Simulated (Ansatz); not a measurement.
## Run report: TaHCl$_{4}$F, nudged elastic band (part 2 of 2)

The same run, continued: TaHCl$_{4}$F, multiplicity 2; UKS PBE/def2-SVP (Ansatz 0.2.0). The run did not end well. One setting was made poor on purpose. It belongs to a series of runs on one base structure; here: band between the two ends.

Geometry of the input (Å):
```
Ta -0.2229  -0.0000  -0.0002
F  1.6514  0.0001  0.0005
Cl -0.0989  0.0017  2.3417
Cl -0.1001  -0.0023  -2.3422
Cl -1.4428  1.9469  0.0023
Cl -1.4433  -1.9466  -0.0021
H  4.7665  0.0003  0.0001
```

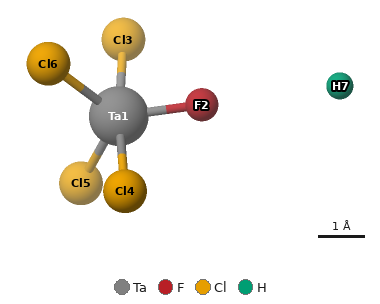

Figure 1. The input geometry (ball-and-stick view, seen at a tilt; atoms are numbered from 1 in the order of the input). Sticks mark near contacts.

```
Unfinished report: {"positions_ang":[[-0.018749190232768526,-0.1535713066931434,0.6195394777541626],[0.5105375321130512,-1.2236085582080922,2.106436944532125],[-0.7302261953739382,1.2921850190146764,2.267566298942753],[1.984969767512116,-0.41775313534753583,-0.47235132940057006],[-0.8012839136761577,1.4799791445801753,-0.8746410672677065],[-1.5981698895241123,-1.6312751600625237,-0.09223292451690862],[3.7629208891818076,0.6540429967164444,-3.554317400043855]],"unchecked":["starts","cluster_reference","orbital_swaps","neighbouring_geometries","increment"],"mean_field":{"relativity":"none","state":{"energy":{"ev":-54341.472232679036,"hartree":-1997.0122705781316},"converged":true,"gradient_ev":0.000012450460675772026,"stability":{"kind":"minimum","curvature_ev":13.331354915004894},"curvature_floor_ev":0.00030000000000000003,"spin_squared":0.7500005413795989},"others":[],"fillings":{"estimated":0,"unestimated":0,"tried":0,"untried":0,"excluded_magnetic_sites":0},"n_dropped_functions":0,"n_trapped_functions":0,"passes":{"evaluations":5,"products":34},"factors":{"origin":"density fitting in generated functions","count":1290,"bound_ev":null},"gradient_stop_ev":0.00009,"reference_kind":"stationary","functional":{"name":"PBE","citations":["Perdew, Burke & Ernzerhof, Phys. Rev. Lett. 77, 3865 (1996) doi:10.1103/PhysRevLett.77.3865"],"text":"name \"PBE\"\ncite \"Perdew, Burke & Ernzerhof, Phys. Rev. Lett. 77, 3865 (1996) doi:10.1103/PhysRevLett.77.3865\"\nparent pbe\nparameter kappa = 0.804\nparameter beta = 0.06672455060314922\nexchange = pbe_x(kappa = kappa, mu = beta*pi^2/3)\ncorrelation = pbe_c(beta = beta)\n","parameters":{"beta":{"value":0.06672455060314922,"default":0.06672455060314922},"kappa":{"value":0.804,"default":0.804}},"final_grid":{"core_spheres":13.0,"valence_spheres":11.0,"degree":36.0},"final_grid_parameter_source":"default","radial_points_factor":1.0,"radial_grid_error_ev":3.125828648923977e-7,"grid_sensitivity":"normal","grid_sensitivity_ratio":0.001870803151768979},"unsmoothed_excess_ev":-0.00007165228605249418,"symmetry":{"irreps":["A"],"axes":[[0.968797703629064,0.11121490742642567,-0.22150000859860863],[-0.20354124797699122,0.8669379670370037,-0.4549610111665791],[0.14142832041363246,0.48584957103601395,0.8625243327055188]],"occupied":[{"A":46},{"A":45}]},"density_repulsion":{"missed_ev":0.00007541207782484271,"excess_ev":0.00007541040956520117,"most_excess_ev":0.001183,"are_drawn_again":false,"n_first_factors":1290,"energy_change_ev":0.0,"n_dropped_ends":0},"direct_passes":"host"},"factors":{"origin":"density fitting in generated functions","count":1290,"bound_ev":null},"n_frozen":0,"n_occupied":[46,45],"n_virtual":[77,78],"reference":{"ev":-54341.472232679036,"hartree":-1997.0122705781316},"total":{"ev":-54341.472232679036,"hartree":-1997.0122705781316},"forces_ev_per_angstrom":[[-0.5568112903262376,-0.05142889373678332,0.049730039880697956],[0.12530096329452156,-0.06254567059651957,-0.3978087899268491],[0.06407733798544307,0.2908951245393185,0.3208187323323976],[0.14000137022317366,0.0822751113228117,0.10882187504781803],[0.23097008575121364,-0.037802518400682404,-0.15265966411050655],[-0.0009701357999276276,-0.2203107624641579,0.06756538929133522],[-0.002568331105367998,-0.0010823906499662804,0.0035324174573822032]],"charge_distribution":{"dipole_moment_e_ang":[0.05100140798303806,-0.08519051565464231,-0.09948811727279525],"mulliken_charges_e":[0.7957312499193598,-0.2412254739408084,-0.13193230587722837,-0.1237613262968722,-0.19938193720323483,-0.10001513989633892,0.0005849332950955688],"lowdin_charges_e":[-1.712184849619975,0.09861818091751395,0.3989702371642707,0.4191185635239343,0.3466200159317978,0.44816547862785683,0.0006923734545937199]},"n_threads":4,"memory_gib":4.261363637633622,"seconds":{"hamiltonian":3.416163715,"orbitals":0.0,"second_order":0.0,"solver_start":0.0,"cycles":0.0,"cycle":0.0,"perturbative":0.0,"full_ci_increment":0.0,"forces":0.0}}
this run last wrote the band of iteration 60 to [file]
Error: NEB band did not converge after 60 iterations: max|band force component| = 1.38e0 eV/Å (threshold 5.0e-2); raise `neb.max_iterations` in a new run, which can start from the last band evaluated (`neb.initial_path`, with `crystal.atoms` and `neb.final_atoms` set to its first and last images), add images, or start from endpoints closer to local minima. Where this run's directory can be resumed (`checkpoint.write`), a resume goes on for up to `neb.max_iterations` more; to start a new run from the last band, take its images' positions from the `neb_iteration` event of iteration 60 (`data.images[].positions_ang`), in the event stream of the run that computed that iteration (not this run's, if it was resumed behind it). With `checkpoint.write`, `steps/00-neb/state/checkpoint.json` in the run directory holds the last saved band, under `neb.evaluated.images[].positions_ang` (a band under a hybrid functional on support functions is neither saved nor resumed: `neb.initial_path` says where its path is): check the last entry of `neb.iterations` there, which is earlier than 60 if that iteration was not saved or its write failed. If the band's step has no `state` directory and holds `state.next`, a write was cut short, and the file is under `state.next` instead (behind a loss of power it can be under `state.prev`)
this run wrote the band of iteration 60 to [file] as well, whether or not its events were kept: a new run's `neb.initial_path` can list its `images[].positions_ang`
a run's events are kept only if it was started with --events-out <file>, and are in that file
```

**The last band as extended XYZ (Å, eV, eV/Å)**
```
7
Properties=species:S:1:pos:R:3:forces:R:3 image=0 energy=-54341.56546
Ta   -0.2229    0.0000   -0.0002   -0.0012   0.0001   0.0011
F     1.6514    0.0001    0.0005    0.0004  -0.0001  -0.0042
Cl   -0.0989    0.0017    2.3417   -0.0009  -0.0068   0.0002
Cl   -0.1001   -0.0023   -2.3422    0.0023   0.0070   0.0030
Cl   -1.4428    1.9469    0.0023   -0.0013  -0.0019  -0.0083
Cl   -1.4433   -1.9466   -0.0021   -0.0013   0.0017   0.0082
H     4.7665    0.0003    0.0001    0.0020   0.0000   0.0000
7
Properties=species:S:1:pos:R:3:forces:R:3 image=1 energy=-54341.56612
Ta   -0.1838    0.1390    0.3293    0.0132  -0.0186  -0.0114
F     1.4819    0.5401    1.0895    0.0030  -0.0037  -0.0019
Cl   -1.0301    0.1039    2.5160   -0.0071  -0.0028  -0.0053
Cl    0.8897    0.2117   -1.7541    0.0139   0.0046  -0.0058
Cl   -1.6546    1.7870   -0.2959   -0.0162   0.0102   0.0058
Cl   -0.8835   -2.0179   -0.0482   -0.0019   0.0092   0.0176
H     4.4904   -0.7638   -1.8365   -0.0049   0.0010   0.0011
7
Properties=species:S:1:pos:R:3:forces:R:3 image=2 energy=-54341.55748
Ta    0.0330    0.1512    0.6004   -0.0060  -0.0054   0.0247
F     1.1816    0.5530    2.0270    0.0110  -0.0136  -0.0165
Cl   -1.6979    0.1190    2.1852    0.0133  -0.0434  -0.0332
Cl    1.9279    0.2139   -0.7795    0.0103   0.0593   0.0203
Cl   -1.0084    1.8070   -0.6002    0.0134   0.0031  -0.0245
Cl   -0.4177   -2.0003   -0.0739   -0.0523   0.0112   0.0544
H     3.0916   -0.8438   -3.3590    0.0103  -0.0112  -0.0252
7
Properties=species:S:1:pos:R:3:forces:R:3 image=3 energy=-54341.47216
Ta   -0.0187   -0.1536    0.6195   -0.5568  -0.0514   0.0497
F     0.5105   -1.2236    2.1064    0.1253  -0.0625  -0.3978
Cl   -0.7302    1.2922    2.2676    0.0641   0.2909   0.3208
Cl    1.9850   -0.4178   -0.4724    0.1400   0.0823   0.1088
Cl   -0.8013    1.4800   -0.8746    0.2310  -0.0378  -0.1527
Cl   -1.5982   -1.6313   -0.0922   -0.0010  -0.2203   0.0676
H     3.7629    0.6540   -3.5543   -0.0026  -0.0011   0.0035
7
Properties=species:S:1:pos:R:3:forces:R:3 image=4 energy=-54341.52781
Ta    0.0561    0.0704    0.6989   -0.0234   0.0959   0.2193
F     1.7283   -0.2830    1.4887   -0.0982   0.0573  -0.0165
Cl   -0.6778    0.5370    2.8866    0.0681  -0.1502  -0.1011
Cl    1.2313    0.0979   -1.3262   -0.0709  -0.0049  -0.0042
Cl   -1.0432    2.0100    0.0595    0.0916  -0.0583  -0.1026
Cl   -1.2044   -1.7930    0.3207    0.0311   0.0615   0.0078
H     3.0197   -0.6394   -4.1282    0.0017  -0.0013  -0.0028
7
Properties=species:S:1:pos:R:3:forces:R:3 image=5 energy=-54342.29472
Ta    0.3348    0.2074    0.6158   -0.0637  -0.0660  -0.0154
F     2.1321    0.1161    1.1618    0.0527   0.0108  -0.0171
Cl   -0.4710    0.1205    2.7890   -0.0323   0.0071   0.0108
Cl    1.5356    0.2794   -1.8740    0.0075  -0.0212  -0.1192
Cl   -1.0212    1.9526   -0.0970    0.0313  -0.0216   0.0084
Cl   -0.3968   -1.7970   -0.3619   -0.0303   0.0011   0.0329
H     0.9964   -0.8790   -2.2338    0.0348   0.0899   0.0996
7
Properties=species:S:1:pos:R:3:forces:R:3 image=6 energy=-54342.10117
Ta   -0.0508    0.2931    0.1667   -0.0002   0.0022  -0.0007
F     1.9594   -1.0961    0.1466   -0.0010   0.0001   0.0009
Cl    0.5480    0.7034    2.3524   -0.0002   0.0007   0.0017
Cl    1.0727    0.6974   -1.8833    0.0025  -0.0003  -0.0007
Cl   -1.6387    1.9438   -0.0937    0.0001   0.0004   0.0008
Cl   -1.0221   -1.8028    0.0075   -0.0004  -0.0036   0.0003
H     2.2415   -0.7387   -0.6963   -0.0009   0.0005  -0.0023
```

**What the run reported**

| quantity | value |
| --- | --- |
| outcome | not converged |
| barrier, forward (band not converged) | 0.093 eV |
| barrier, backward | 0.629 eV |
| wall time | 17 min (CPU time 65 min) |
| peak memory | 0.36 GiB |

**Diagnosis**

The run did not converge: “NEB band did not converge after 60 iterations: max|band force component| = 1.38e0 eV/Å (threshold 5.0e-2); raise `neb.max_iterations` in a new run, which can start from the last band evaluated (`neb.initial_path`, with `crystal.atoms` and `neb.final_atoms` set to its first and last images), add images, or start from endpoints closer to local minima …” Its last values are not results. A deliberately poor setting: straight start.
